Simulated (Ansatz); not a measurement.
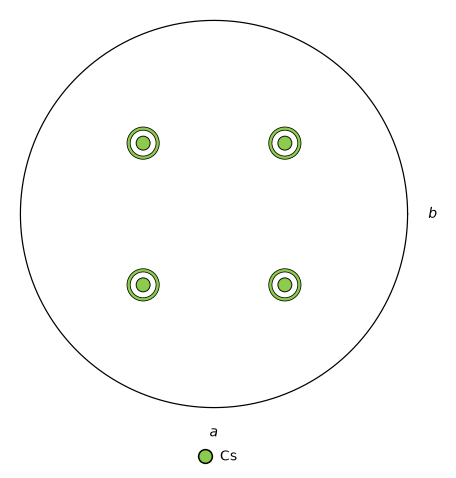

Crystal: Cs, the input geometry of an electronic-structure calculation (not necessarily at equilibrium). Directions from one caesium atom at (0, 0, 0) to its bonded neighbours, in stereographic projection down c (filled: above the plane of the page or in it, open: below). All values are computed from the atomic coordinates in the standard setting (tolerance 0.002 Å).

Neighbours are counted up to 5.66 Å for Cs.

```cif
data_structure
_symmetry_space_group_name_H-M 'P 1'
_symmetry_Int_Tables_number 1
_cell_length_a 5.8375
_cell_length_b 5.8375
_cell_length_c 5.8375
_cell_angle_alpha 90.000
_cell_angle_beta 90.000
_cell_angle_gamma 90.000
_cell_volume 198.93
loop_
_atom_site_label
_atom_site_type_symbol
_atom_site_fract_x
_atom_site_fract_y
_atom_site_fract_z
_atom_site_occupancy
Cs1 Cs 0.00000 0.00000 0.00000 1
Cs2 Cs 0.50000 0.50000 0.50000 1
```

Q: How many neighbours are there, and at what angles?

A: 8: 8 Cs at 5.06 Å. Angles between bonds: 71° (12×), 109° (12×), 180° (4×).

Q: What is the site's symmetry in the crystal?

A: Point group m-3m (Oh), order 48: three fourfold axes, four threefold axes, six twofold axes, nine mirror planes, an inversion centre. In No. 229, Im-3m this is Wyckoff position 2a.
